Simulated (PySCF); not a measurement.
# C3H8OSi: electronic excitations and core binding energies

Wanted: the electronic excitations and core binding energies of C3H8OSi (`C[C@H]1OC[SiH2]1`), by calculation.

Programs: PySCF 2.14.0, with density-fitted response routines of our own. Each step states its level of theory. These are calculated values for one molecule in the gas phase, unless marked as measured. Atoms are numbered from 0 throughout.

## 1. The starting structure

13 atoms, charge 0, multiplicity 1; geometry from: GFN2-xTB.

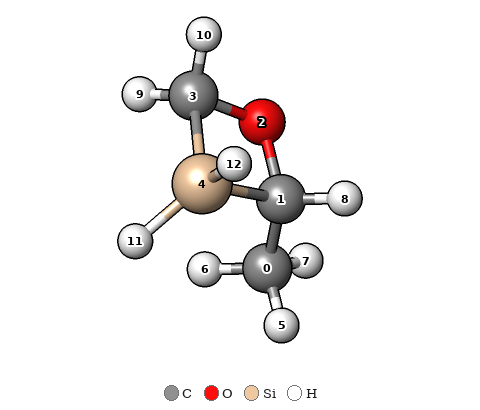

As it starts; carbon grey, oxygen red, silicon light orange, hydrogen white, atoms numbered; sticks join atoms by distance.

## 2. Ultraviolet spectrum: CAM-B3LYP/def2-SVPD

What the job is given:

```
{"job": {"kind": "uv", "xc": "CAM-B3LYP", "basis": "def2-SVPD", "nstates": 8, "ntriplets": 3}, "charge": 0, "multiplicity": 1}
C      1.677682    -0.451520    -0.186401
C      0.513916     0.022589     0.674935
O      0.079065     1.345382     0.299109
C     -1.238473     1.118914    -0.218938
Si    -1.226122    -0.723631     0.311068
H      1.978086    -1.452839     0.113749
H      1.393308    -0.467881    -1.236284
H      2.525306     0.221764    -0.074239
H      0.833420     0.050044     1.723850
H     -1.264770     1.323861    -1.294260
H     -1.948216     1.790922     0.270234
H     -1.291201    -1.717345    -0.758555
H     -2.036388    -1.059773     1.479412
```

Level: TDDFT CAM-B3LYP/def2-SVPD, vertical, gas phase, core orbitals frozen in the response.

Run with:

```console
OMP_NUM_THREADS=1 python probes_run.py task.json out
```

One launch serves the whole session: the jobs run in the order shown.

What it wrote:

```text
coarse grid: 10928 points
cycle   1  E = -483.3351787288  dE =  5.108e-01  |g| = 5.699e-01  |ddm| = 4.660e+00
cycle   2  E = -483.2885214189  dE =  4.666e-02  |g| = 7.853e-01  |ddm| = 1.475e+00
cycle   3  E = -483.4044646480  dE = -1.159e-01  |g| = 5.642e-02  |ddm| = 7.805e-01
cycle   4  E = -483.4050399230  dE = -5.753e-04  |g| = 2.542e-02  |ddm| = 1.137e-01
cycle   5  E = -483.4052000764  dE = -1.602e-04  |g| = 4.344e-03  |ddm| = 4.028e-02
cycle   6  E = -483.4052048390  dE = -4.763e-06  |g| = 8.127e-04  |ddm| = 8.862e-03
final grid: 99736 points
cycle   7  E = -483.4855653897  dE = -2.299e-05  |g| = 3.841e-03  |ddm| = 4.441e-02
cycle   8  E = -483.4855648517  dE =  5.380e-07  |g| = 4.372e-03  |ddm| = 1.109e-02
cycle   9  E = -483.4855688787  dE = -4.027e-06  |g| = 4.751e-04  |ddm| = 4.907e-03
cycle  10  E = -483.4855689200  dE = -4.131e-08  |g| = 1.678e-04  |ddm| = 6.690e-04
cycle  11  E = -483.4855689264  dE = -6.457e-09  |g| = 3.253e-05  |ddm| = 2.541e-04
cycle  12  E = -483.4855689267  dE = -2.937e-10  |g| = 7.844e-06  |ddm| = 6.582e-05
converged SCF energy = -483.4855689267

Static polarisability (au): isotropic 65.528, principal 58.388 66.470 71.726

Singlet excitations
state   eV       nm        f      main configurations
  1   6.2389    198.7   0.00053   H->L 0.95
  2   6.6594    186.2   0.02440   H-1->L 0.74, H-2->L 0.17
  3   6.8039    182.2   0.00148   H->L+2 0.55, H->L+1 0.34
  4   7.1081    174.4   0.08015   H-2->L 0.73, H-1->L 0.18
  5   7.3676    168.3   0.00549   H->L+1 0.56, H->L+2 0.23, H->L+6 0.09
  6   7.4253    167.0   0.02030   H-1->L+2 0.48, H-1->L+1 0.39
  7   7.6693    161.7   0.01644   H-2->L+2 0.49, H-2->L+1 0.39
  8   7.8676    157.6   0.05925   H-1->L+1 0.47, H-1->L+2 0.32

Triplet excitations (Tamm-Dancoff, eV): 5.9857 6.0872 6.4374
```

Run time: 31 s. Hardware: 1 thread of Arm Neoverse V2, shared host; peak memory 0.74 GiB.

Frontier orbitals and where they lie:

```tsv
orbital	eV	atoms
HOMO−3	-11.52	Si4 38 %, H12 24 %, H11 23 %
HOMO−2	-9.54	C3 33 %, O2 23 %, Si4 20 %
HOMO−1	-9.21	C1 31 %, O2 20 %, Si4 20 %
HOMO	-8.63	O2 58 %, C3 10 %, C1 8 %
LUMO	0.73	Si4 38 %, H11 12 %, H12 11 %
LUMO+1	1.29	Si4 40 %, H12 9 %, C0 8 %
LUMO+2	1.58	Si4 43 %, H11 10 %, H12 9 %
```

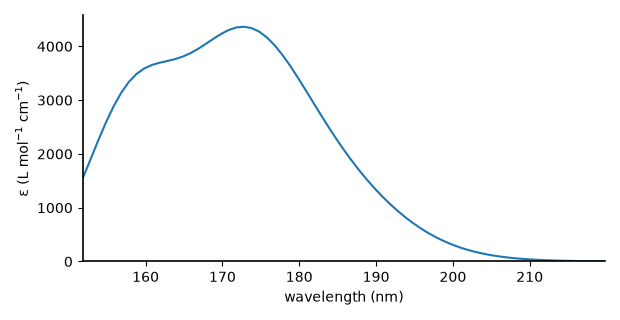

Absorption spectrum: each of the 8 states is a Gaussian band of 0.4 eV half-width at 1/e. Beyond the last state computed it falls off for lack of states.

Further results of this job:

```tsv
property	computed
dipole moment (D)	1.93
polarisability (Å³)	9.71
HOMO–LUMO gap (eV)	9.36
−ε(HOMO) (eV)	8.63
```

## 3. X-ray photoelectron lines: SCAN, X2C

The job, as its differences from that of step 2:

```diff
@@ -1,2 +1,2 @@
-{"job": {"kind": "uv", "xc": "CAM-B3LYP", "basis": "def2-SVPD", "nstates": 8, "ntriplets": 3}, "charge": 0, "multiplicity": 1}
+{"job": {"kind": "xps"}, "charge": 0, "multiplicity": 1}
 C      1.677682    -0.451520    -0.186401
```

With the program's defaults for keys left out, this is: delta-SCF UKS SCAN, pcX-2 on the ionised atom, pcseg-1 elsewhere, spin-free X2C.

What it wrote:

```text
ground state, core basis on atom 0 (C), 145 functions
  cycle   1  E = -484.22981838  |g| = 6.06e-01
  cycle   2  E = -484.02447552  |g| = 1.12e+00
  cycle   3  E = -484.31201467  |g| = 1.46e-01
  cycle   4  E = -484.31574555  |g| = 6.29e-02
  cycle   5  E = -484.31659192  |g| = 1.43e-02
  cycle   6  E = -484.31664354  |g| = 5.83e-03
  cycle   7  E = -484.31664917  |g| = 8.23e-04
  cycle   8  E = -484.31665035  |g| = 2.44e-04
  E(ground) = -484.35754196 Eh
hole in C 1s of atom 0
  cycle   1  E = -473.08398176  |g| = 1.50e+00
  cycle   2  E = -472.44685438  |g| = 1.80e+00
  cycle   3  E = -473.57796318  |g| = 4.03e-01
  cycle   4  E = -473.59694129  |g| = 3.42e-01
  cycle   5  E = -473.64194910  |g| = 5.04e-02
  cycle   6  E = -473.64270366  |g| = 1.92e-02
  cycle   7  E = -473.64286267  |g| = 7.55e-03
  cycle   8  E = -473.64289472  |g| = 2.03e-03
  cycle   9  E = -473.64289666  |g| = 7.93e-04
  cycle  10  E = -473.64289695  |g| = 2.85e-04
  E(ion) = -473.68286604 Eh   <S^2> = 0.7677   hole on atom = 1.000   binding energy = 290.473 eV
ground state, core basis on atom 1 (C), 145 functions
  cycle   1  E = -484.32123973  |g| = 5.97e-02
  cycle   2  E = -484.32120853  |g| = 2.45e-02
  cycle   3  E = -484.32126378  |g| = 1.97e-02
  cycle   4  E = -484.32135989  |g| = 3.22e-03
  cycle   5  E = -484.32136355  |g| = 9.66e-04
  cycle   6  E = -484.32136362  |g| = 1.41e-04
  E(ground) = -484.36162515 Eh
hole in C 1s of atom 1
  cycle   1  E = -473.04058033  |g| = 1.51e+00
  cycle   2  E = -471.82726685  |g| = 2.18e+00
  cycle   3  E = -473.55303709  |g| = 4.12e-01
  cycle   4  E = -473.59194777  |g| = 2.70e-01
  cycle   5  E = -473.61755738  |g| = 8.54e-02
  cycle   6  E = -473.62045960  |g| = 1.76e-02
  cycle   7  E = -473.62059203  |g| = 9.54e-03
  cycle   8  E = -473.62065282  |g| = 3.19e-03
  cycle   9  E = -473.62066662  |g| = 1.94e-03
  cycle  10  E = -473.62067108  |g| = 9.02e-04
  cycle  11  E = -473.62067228  |g| = 2.19e-04
  E(ion) = -473.65956592 Eh   <S^2> = 0.7792   hole on atom = 1.000   binding energy = 291.218 eV
ground state, core basis on atom 2 (O), 145 functions
  cycle   1  E = -484.34775048  |g| = 9.37e-02
  cycle   2  E = -484.34747641  |g| = 4.58e-02
  cycle   3  E = -484.34719670  |g| = 6.09e-02
  cycle   4  E = -484.34786795  |g| = 3.61e-03
  cycle   5  E = -484.34787064  |g| = 6.71e-04
  cycle   6  E = -484.34787227  |g| = 1.52e-04
  E(ground) = -484.38665228 Eh
hole in O 1s of atom 2
  cycle   1  E = -463.75588759  |g| = 2.23e+00
  cycle   2  E = -463.02580754  |g| = 2.37e+00
  cycle   3  E = -464.50618782  |g| = 4.92e-01
  cycle   4  E = -464.57374646  |g| = 1.78e-01
  cycle   5  E = -464.58800905  |g| = 6.77e-02
  cycle   6  E = -464.59008564  |g| = 1.20e-02
  cycle   7  E = -464.59014082  |g| = 4.88e-03
  cycle   8  E = -464.59015387  |g| = 1.51e-03
  cycle   9  E = -464.59015509  |g| = 3.72e-04
  E(ion) = -464.62888523 Eh   <S^2> = 0.7640   hole on atom = 1.000   binding energy = 537.636 eV
ground state, core basis on atom 3 (C), 145 functions
  cycle   1  E = -484.32011163  |g| = 7.03e-02
  cycle   2  E = -484.31914060  |g| = 8.42e-02
  cycle   3  E = -484.32028622  |g| = 2.97e-02
  cycle   4  E = -484.32045334  |g| = 2.42e-03
  cycle   5  E = -484.32045502  |g| = 5.74e-04
  cycle   6  E = -484.32045444  |g| = 1.08e-04
  E(ground) = -484.36071528 Eh
hole in C 1s of atom 3
  cycle   1  E = -473.04663037  |g| = 1.51e+00
  cycle   2  E = -471.99359584  |g| = 2.06e+00
  cycle   3  E = -473.55914184  |g| = 3.87e-01
  cycle   4  E = -473.59905486  |g| = 2.23e-01
  cycle   5  E = -473.61694164  |g| = 7.89e-02
  cycle   6  E = -473.61938267  |g| = 2.06e-02
  cycle   7  E = -473.61955713  |g| = 9.64e-03
  cycle   8  E = -473.61962026  |g| = 3.42e-03
  cycle   9  E = -473.61963362  |g| = 2.14e-03
  cycle  10  E = -473.61963842  |g| = 1.03e-03
  cycle  11  E = -473.61963951  |g| = 2.18e-04
  E(ion) = -473.65823711 Eh   <S^2> = 0.7782   hole on atom = 1.000   binding energy = 291.229 eV
ground state, core basis on atom 4 (Si), 156 functions
  cycle   1  E = -484.41165955  |g| = 2.86e-01
  cycle   2  E = -484.41168276  |g| = 3.52e-02
  cycle   3  E = -484.41151761  |g| = 3.82e-02
  cycle   4  E = -484.41181980  |g| = 1.15e-02
  cycle   5  E = -484.41184277  |g| = 2.14e-03
  cycle   6  E = -484.41184331  |g| = 3.22e-04
  E(ground) = -484.41086832 Eh
hole in Si 1s of atom 4
  cycle   1  E = -415.48794241  |g| = 4.35e+00
  cycle   2  E = -414.19843638  |g| = 2.59e+00
  cycle   3  E = -414.83493069  |g| = 1.84e+00
  cycle   4  E = -416.49715140  |g| = 3.13e-01
  cycle   5  E = -416.52013386  |g| = 2.59e-01
  cycle   6  E = -416.54959837  |g| = 5.46e-02
  cycle   7  E = -416.55086738  |g| = 2.51e-02
  cycle   8  E = -416.55119321  |g| = 6.48e-03
  cycle   9  E = -416.55121684  |g| = 2.14e-03
  cycle  10  E = -416.55121781  |g| = 7.25e-04
  cycle  11  E = -416.55121897  |g| = 3.41e-04
  E(ion) = -416.55798665 Eh   <S^2> = 0.7532   hole on atom = 1.000   binding energy = 1846.371 eV
hole in Si 2p of atom 4
  cycle   1  E = -480.14495417  |g| = 1.24e+00
  cycle   2  E = -479.44017421  |g| = 1.47e+00
  cycle   3  E = -480.19584811  |g| = 7.79e-01
  cycle   4  E = -480.46223409  |g| = 1.25e-01
  cycle   5  E = -480.46810780  |g| = 8.75e-02
  cycle   6  E = -480.47163208  |g| = 2.85e-02
  cycle   7  E = -480.47204299  |g| = 9.07e-03
  cycle   8  E = -480.47209228  |g| = 3.97e-03
  cycle   9  E = -480.47210295  |g| = 1.59e-03
  cycle  10  E = -480.47210556  |g| = 7.30e-04
  cycle  11  E = -480.47210609  |g| = 3.34e-04
  E(ion) = -480.48234799 Eh   <S^2> = 0.7545   hole on atom = 1.002   binding energy = 106.900 eV
  2p3/2 = 106.681 eV   2p1/2 = 107.303 eV
```

Wall time 50 s (1 thread of Arm Neoverse V2, shared host); peak memory 0.55 GiB.

Binding energies by hole, beside the orbital energy of the ground state; the difference holds orbital relaxation and, for a density functional, its self-interaction error:

```tsv
hole	stands for	environment	ΔSCF (eV; 2p as the shell's mean)	−ε (eV)	⟨S²⟩
C1s on C0	C0	methyl carbon	290.47	273.3	0.768
C1s on C1	C1	sp3 CH bonded to O and Si	291.22	274.6	0.779
O1s on O2	O2	ether oxygen	537.64	516.3	0.764
C1s on C3	C3	sp3 CH2 bonded to O and Si	291.23	274.4	0.778
Si1s on Si4	Si4	silicon bonded to 2 C, 2 H, in a 4-membered ring	1846.37	1793.3	0.753
Si2p on Si4	Si4	silicon bonded to 2 C, 2 H, in a 4-membered ring	106.89	96.2	0.754
```

With the spin-orbit splitting: Si4 2p3/2 106.68, 2p1/2 107.30 eV. The table gives each 2p level as the mean over the whole 2p shell (two parts 2p3/2, one part 2p1/2), which differs a little from the single hole in the log.

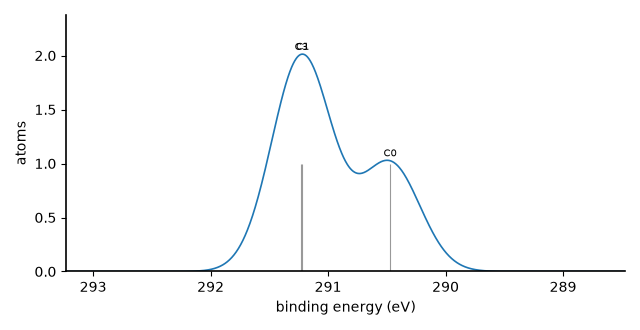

The C1s photoelectron lines, weighted by the number of atoms. Lines are broadened to a width of 0.60 eV (Gaussian).

## 4. Results

```
                                quantity                               value
    lowest singlet (CAM-B3LYP/def2-SVPD)         6.24 eV (199 nm), f = 0.001
brightest single state of those computed         state 4, 7.11 eV, f = 0.080
                          lowest triplet                             5.99 eV
        C1s binding energies, SCAN/pcX-2  C3 291.23, C1 291.22, C0 290.47 eV
        O1s binding energies, SCAN/pcX-2                        O2 537.64 eV
       Si1s binding energies, SCAN/pcX-2                      Si4 1846.37 eV
       Si2p binding energies, SCAN/pcX-2                       Si4 106.89 eV
```

In words: The lowest singlet, at 6.24 eV, is HOMO→LUMO 0.95 and is dark; of the 8 states computed, the strongest absorption comes from state 4 at 7.11 eV (the last state computed is bright too, and its partners may lie past the list). The lowest triplet lies 0.25 eV below the lowest singlet (triplets in Tamm-Dancoff, singlets in full TDDFT). The C1s levels kept as sound span 0.76 eV, from C0 (methyl carbon) up to C3 (sp3 CH2 bonded to O and Si).
